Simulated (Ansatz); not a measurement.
# C2H5FSi (SMILES F/C=C/[SiH3]): HF/STO-3G

Aim: the vertical singlet–triplet gap of C2H5FSi at HF/STO-3G, from 2 runs. 

The calculation is run with Ansatz 0.2.0.

91 further runs of the same task are left out: 91 set aside as unsound or not needed.

## Step 1: The structure to begin with

C2H5FSi has 9 atoms, charge 0, and is taken as a singlet. SMILES: `F/C=C/[SiH3]`. Geometry: relaxed at PBE0-D4/def2-TZVP.

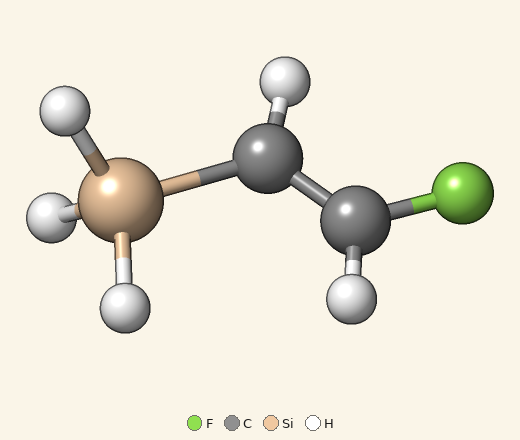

The structure, seen from a chosen angle (fluorine green, carbon grey, silicon light orange, hydrogen white).

## Step 2: The energy at HF/STO-3G

Input file molecule.yaml:

```yaml
crystal:
  periodic: [false, false, false]
  atoms:
    - {symbol: F, position_ang: [-1.259900, 2.360900, 0.506400]}
    - {symbol: C, position_ang: [-0.578300, 1.355000, -0.048000]}
    - {symbol: C, position_ang: [-0.336700, 0.219900, 0.584900]}
    - {symbol: Si, position_ang: [0.614100, -1.145000, -0.228900]}
    - {symbol: H, position_ang: [-0.264200, 1.599600, -1.058100]}
    - {symbol: H, position_ang: [-0.716100, 0.118100, 1.598600]}
    - {symbol: H, position_ang: [1.843700, -1.465600, 0.542800]}
    - {symbol: H, position_ang: [-0.206700, -2.381600, -0.316300]}
    - {symbol: H, position_ang: [0.992500, -0.707600, -1.598500]}
basis:
  gaussian:
    orbitals: STO-3G
hamiltonian:
  xc: hf
accuracy: high
output: {orbitals: {seedname: orbitals}}
```

Run with:

```
$ ansatz run molecule.yaml --threads 1 --pin off --max-ram 3480MiB --events-out events.jsonl --progress --plain --runs-dir runs
```

What it wrote:

```text
Warning: RAYON_NUM_THREADS=1 ignored (pool sized by the plan → 1); use --threads N
Functional definition: HF
  name "HF"
  exchange = exact_x
  correlation = 0
567 factors; integrals over basis functions are off by at most 3.2e-8 eV
mean field evaluation 1: about -12551.2937 eV, gradient 2.1e1 eV
mean field evaluation 2: about -12551.4082 eV, gradient 2.1e1 eV
mean field evaluation 4: about -12553.0678 eV, gradient 1.8e0 eV
mean field evaluation 8: about -12553.0844 eV, gradient 4.7e-2 eV
mean field -12553.08443712 eV, -461.3173442781 hartree, gradient 2.0e-8 eV, S^2 0.000000; 0 other end points of the search recorded, 0 dependent functions left out
reference -12553.08443712 eV, -461.3173442781 hartree; 20, 20 occupied and 9, 9 virtual orbitals, 567 factors
Total energy: -12553.08443712 eV, -461.3173442781 hartree
```

It took 0.22 s on 1 thread of Arm Neoverse V2, shared host.

## Step 3: The triplet

Input file in.yaml:

```yaml
crystal:
  periodic: [false, false, false]
  atoms:
    - symbol: F
      position_ang: [-1.259900, 2.360900, 0.506400]
    - symbol: C
      position_ang: [-0.578300, 1.355000, -0.048000]
    - symbol: C
      position_ang: [-0.336700, 0.219900, 0.584900]
    - symbol: Si
      position_ang: [0.614100, -1.145000, -0.228900]
    - symbol: H
      position_ang: [-0.264200, 1.599600, -1.058100]
    - symbol: H
      position_ang: [-0.716100, 0.118100, 1.598600]
    - symbol: H
      position_ang: [1.843700, -1.465600, 0.542800]
    - symbol: H
      position_ang: [-0.206700, -2.381600, -0.316300]
    - symbol: H
      position_ang: [0.992500, -0.707600, -1.598500]
basis:
  gaussian:
    orbitals: STO-3G
magnetization:
  spin_polarized: true
  initial_magnetization: 2
hamiltonian:
  xc: hf
accuracy: high
output: {orbitals: {seedname: orbitals}}
```

Run with:

```
$ ansatz run in.yaml --threads 1 --pin off --max-ram 3480MiB --events-out events.jsonl --progress --plain --runs-dir runs
```

What it wrote:

```text
Warning: RAYON_NUM_THREADS=1 ignored (pool sized by the plan → 1); use --threads N
[... 4 set-up lines as earlier in the session ...]
567 factors; integrals over basis functions are off by at most 3.2e-8 eV
mean field evaluation 1: about -12547.6258 eV, gradient 1.3e1 eV
mean field evaluation 2: about -12547.7761 eV, gradient 1.3e1 eV
mean field evaluation 4: about -12549.3566 eV, gradient 1.7e0 eV
mean field evaluation 8: about -12549.4211 eV, gradient 9.4e-5 eV
mean field -12549.41944635 eV, -461.1826583513 hartree, gradient 2.9e-8 eV, S^2 2.022290; 0 other end points of the search recorded, 0 dependent functions left out
reference -12549.41944635 eV, -461.1826583513 hartree; 21, 19 occupied and 8, 10 virtual orbitals, 567 factors
Total energy: -12549.41944635 eV, -461.1826583513 hartree
```

Wall time 0.32 s (1 thread of Arm Neoverse V2, shared host).

## Step 4: Summary of results

At HF/STO-3G:

```
                                        quantity          value
                           singlet: total energy  -461.31734 Eh
                            singlet: HOMO energy       -7.99 eV
                            singlet: LUMO energy        8.47 eV
                          singlet: HOMO–LUMO gap       16.46 eV
                           triplet: total energy  -461.18266 Eh
     triplet: HOMO energy (highest over α and β)       -4.64 eV
      triplet: LUMO energy (lowest over α and β)        4.80 eV
                                   triplet: ⟨S²⟩          2.022
vertical energy of the triplet above the singlet       3.665 eV
```

At this shape the triplet lies 3.66 eV (354 kJ/mol) above the singlet. In a minimal basis such a difference can be off by several eV, whatever the method.
